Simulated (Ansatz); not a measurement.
SiH₅O₂Br: several calculations on one system

## 1. Relaxation

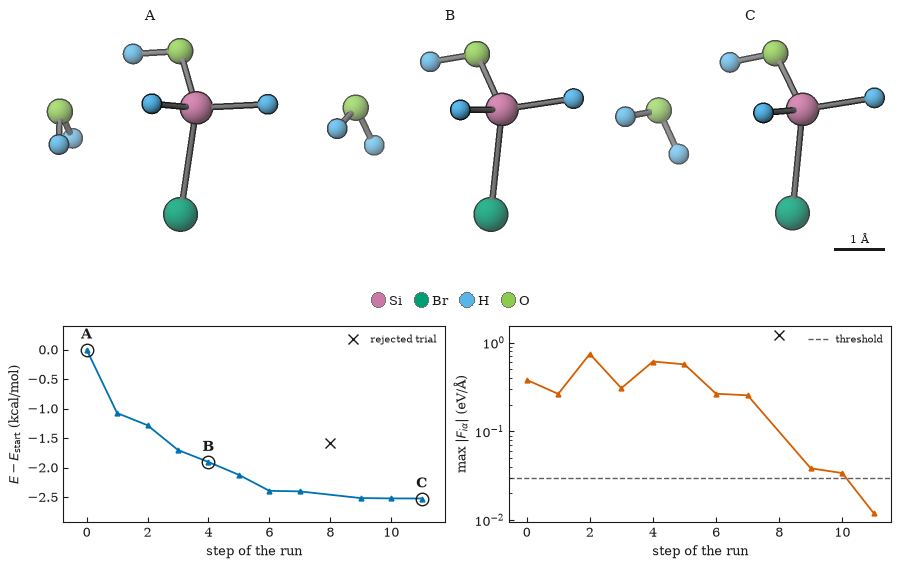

Frames of a relaxation of SiH₅O₂Br, marked on the history of the run. Style: ball-and-stick. Shown at a tilt.

The run prepares an end point of a later path (reaction) calculation, from a guessed geometry.

Method: Ansatz, RKS PBE0/def2-SVP. (no spin polarisation; force threshold 0.03 eV/Å; at most 50 steps)

Q: Describe the path.

A: Over 10 accepted moves (11 points after the start) the energy falls by 2.52 kcal/mol. The largest force component goes from 0.38 to 0.012 eV/Å. The line search rejected the trial step at point 8 of the run. The atom that moves furthest after the best rigid fit is an H atom (0.93 Å). By element the largest moves are H 0.93 Å, O 0.31 Å, Br 0.24 Å, Si 0.14 Å. Among the contacts that change: Br–Si 2.295 → 2.262 Å, H–O 0.975 → 0.983 Å. Among the angles between lasting bonds that change: Si–O–H 108.8° → 113.3°, H–O–H 101.9° → 104.4°. From step 0 to 4: an H atom moves most (0.55 Å), energy −1.91 kcal/mol. From step 4 to 11: an H atom moves most (0.39 Å), energy −0.62 kcal/mol.

```tsv
step	E − E(0), kcal/mol	largest force component, eV/Å	note
0	0.00	0.3819	
1	-1.08	0.2651	
2	-1.28	0.7485	
3	-1.70	0.3075	
4	-1.91	0.6141	
5	-2.12	0.5709	
6	-2.39	0.2663	
7	-2.40	0.2555	
8	-1.58	1.2330	rejected
9	-2.52	0.0384	
10	-2.52	0.0339	
11	-2.52	0.0119
```

## 2. Relaxation

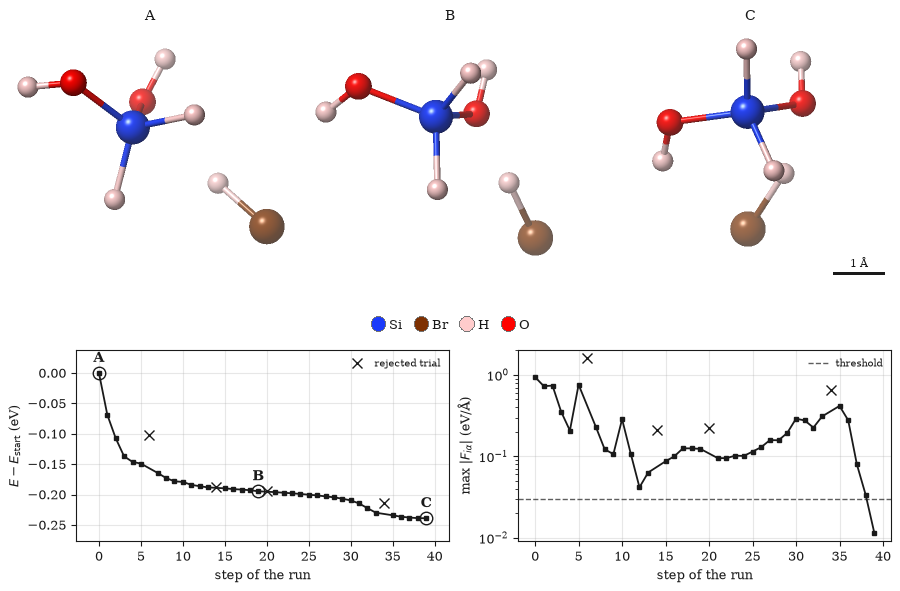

Frames of a relaxation of SiH$_{5}$O$_{2}$Br, marked on the history of the run. A ball-and-stick model, seen from a free direction.

The run prepares an end point of a later path (reaction) calculation, from a guessed geometry.

Theory: Ansatz, RKS PBE0/def2-SVP. Set-up: no spin polarisation; force threshold 0.03 eV/Å; at most 50 steps.

What happens along the run?

Over 35 accepted moves (39 points after the start) the energy falls by 0.239 eV. Largest force component: 0.94 eV/Å at the start, 0.012 eV/Å at the end. The line search rejected the trial steps at points 6, 14, 20, 34 of the run. The largest move after the best rigid fit is that of the Br atom, 2.64 Å. By element the largest moves are Br 2.64 Å, H 2.00 Å, O 1.41 Å, Si 0.57 Å. Some distances before and after: O–Si 1.729 → 1.690 Å, Br–H 1.474 → 1.454 Å, O–Si 1.657 → 1.651 Å, H–O 0.961 → 0.966 Å. Bond angles that change, for instance: Si–O–H 113.5° → 116.2°, H–Si–O 111.8° → 109.6°, Si–O–H 118.1° → 116.0°. The run took 92 s on 2 threads of AMD EPYC 7R13 Processor (Zen 3), with other jobs on the host, peak memory 0.24 GiB. From step 0 to 19: the Br atom moves most (1.60 Å), energy −0.195 eV. From step 19 to 39: the Br atom moves most (1.69 Å), energy −0.044 eV.

| step | E − E(0), eV | largest force component, eV/Å | note |
| --- | --- | --- | --- |
| 0 | 0.0000 | 0.9395 |  |
| 1 | -0.0689 | 0.7276 |  |
| 2 | -0.1074 | 0.7388 |  |
| 3 | -0.1372 | 0.3520 |  |
| 4 | -0.1463 | 0.2075 |  |
| 5 | -0.1491 | 0.7589 |  |
| 6 | -0.1024 | 1.5915 | rejected |
| 7 | -0.1645 | 0.2281 |  |
| 8 | -0.1728 | 0.1223 |  |
| 9 | -0.1783 | 0.1065 |  |
| 10 | -0.1792 | 0.2862 |  |
| 12 | -0.1863 | 0.0418 |  |
| 13 | -0.1883 | 0.0634 |  |
| 15 | -0.1898 | 0.0871 |  |
| 16 | -0.1910 | 0.1001 |  |
| 18 | -0.1929 | 0.1254 |  |
| 19 | -0.1947 | 0.1237 |  |
| 21 | -0.1960 | 0.0953 |  |
| 22 | -0.1971 | 0.0952 |  |
| 24 | -0.1991 | 0.1013 |  |
| 25 | -0.2003 | 0.1145 |  |
| 27 | -0.2030 | 0.1586 |  |
| 28 | -0.2046 | 0.1576 |  |
| 30 | -0.2097 | 0.2903 |  |
| 31 | -0.2146 | 0.2762 |  |
| 33 | -0.2299 | 0.3096 |  |
| 34 | -0.2135 | 0.6520 | rejected |
| 36 | -0.2365 | 0.2777 |  |
| 37 | -0.2379 | 0.0796 |  |
| 39 | -0.2390 | 0.0116 |  |

Limits of the set-up: the start holds two separate molecules, 2.3 Å apart at their closest, whose relative position is a soft coordinate and is computed without a dispersion correction.

## 3. Path

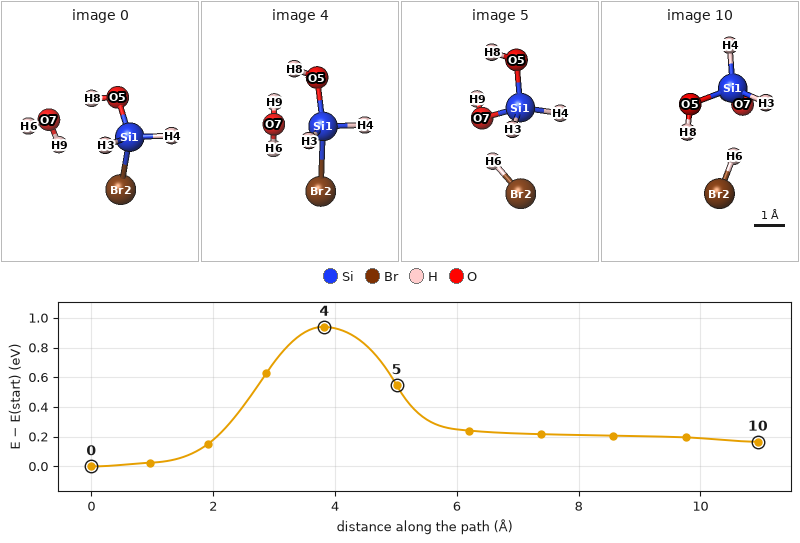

A search for the minimum-energy path of SiH₅O₂Br by the nudged elastic band. Images are numbered from 0 (start) to 10 (end). A ball-and-stick model, seen from a free direction.

Method: RKS PBE0/def2-SVP in Ansatz 0.2.0. Run with 9 movable images; climbing image; force threshold 0.05 eV/Å; iteration limit 60; starting path through a guess of the saddle point.

Describe the mechanism and the energy profile.

Breaking: H6–O7 (0.96 → 0.98 at the top → 1.82 Å), Si1–Br2 (2.26 → 2.47 at the top → 3.80 Å). Forming: Br2–H6 (3.87 → 2.29 at the top → 1.45 Å), Si1–O7 (3.38 → 2.03 at the top → 1.69 Å). The highest point, image 4, lies 0.94 eV above the start and 0.77 eV above the end; the end is at +0.17 eV relative to the start. The band converged in 35 iterations, with a climbing image at the top. At the top, the vibrational analysis gives one imaginary mode (147i cm⁻¹), as a transition state must have.

Cost: 11 min on 2 threads of AMD EPYC 7R13 Processor (Zen 3), on a shared host, peak memory 0.27 GiB.
